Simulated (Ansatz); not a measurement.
Ligand exchange: C3H7Cl + CH7ClSi2 → C3H8 + CH6Cl2Si2

Species: C3H7Cl (2-chloropropane) `CC(C)Cl`, singlet; CH7ClSi2 `C[SiH2][SiH2]Cl`, singlet; C3H8 (propane) `CCC`, singlet; CH6Cl2Si2 `C[SiH2][SiH](Cl)Cl`, singlet. The partners trade Cl for H: C–Cl and Si–H bonds give way to C–H and Si–Cl.

Shapes, held fixed at every level: PBE0-D4/def2-TZVP. Flexible molecules stand in one conformer, not always the lowest. Programs: Ansatz 0.2.0. Electronic energies: no zero-point or thermal term.

```tsv
level	kind	ΔE (kJ/mol)	less CCSD(T)/CBS estimate
r2SCAN-D4/def2-TZVPP	meta-GGA	-148.8	-2.5
B3LYP-D4/def2-TZVPP	global hybrid	-148.0	-1.7
PBE0-D4/def2-TZVPP	global hybrid	-148.0	-1.7
B2PLYP/def2-TZVPP	double hybrid	-146.9	-0.6
MP2/def2-TZVPP	perturbation theory	-149.8	-3.5
CCSD(T)/def2-TZVPP	coupled cluster or CI	-143.9	+2.4
CCSD(T)/CBS estimate	coupled cluster or CI	-146.3	0.0
```

The highest level, CCSD(T)/CBS estimate, gives ΔE = -146.3 kJ/mol; the levels span -149.8 to -143.9. The column of differences is taken from that level and isn't an error. No measured value is set beside it here. The CBS estimate extrapolates MP2 from def2-TZVPP and def2-QZVPP and adds CCSD(T) − MP2 in the triple-zeta set, cores frozen.

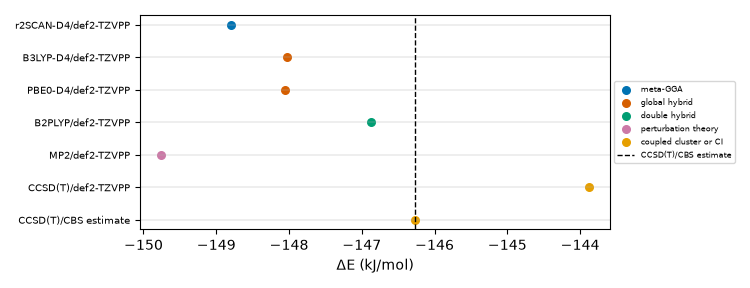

The values of the table, level by level.
